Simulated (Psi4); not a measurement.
Intermolecular potential of BCl3 ··· H3Al (SMILES ClB(Cl)Cl and [AlH3]). Monomers: optimised at B3LYP-D3(BJ) (def2-TZVP), held rigid. Orientation: lowest of the rigid-body minima from ten starts at GFN2-xTB (searched outside a hard wall at short contacts). R is the distance of the centres of mass, along which the second monomer moves. The shortest distances reach bonding range, where SAPT0 and rigid monomers are unreliable.

Computed with SAPT0/jun-cc-pVDZ, frozen core (Psi4).

Components in kJ/mol:

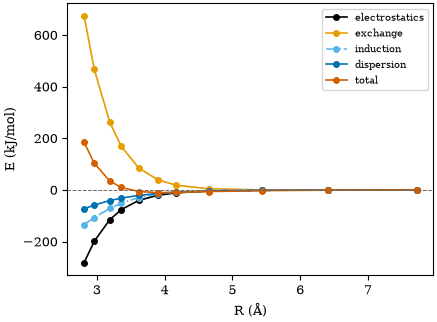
Fig. 1. Components of the interaction energy.

```tsv
R / Å	electrostatics	exchange	induction	dispersion	total
2.81	-281.78	674.88	-134.30	-73.50	185.30
2.96	-198.90	467.56	-106.78	-58.33	103.56
3.19	-114.82	261.81	-71.64	-40.87	34.48
3.36	-75.85	168.42	-51.46	-31.37	9.74
3.62	-40.10	84.25	-29.39	-20.92	-6.16
3.90	-20.49	39.16	-15.14	-13.54	-10.00
4.17	-11.10	18.42	-7.68	-8.94	-9.31
4.65	-4.17	4.66	-2.25	-4.39	-6.16
5.43	-1.10	0.45	-0.35	-1.54	-2.54
6.41	-0.31	0.02	-0.06	-0.50	-0.85
7.72	-0.09	0.00	-0.01	-0.15	-0.25
```
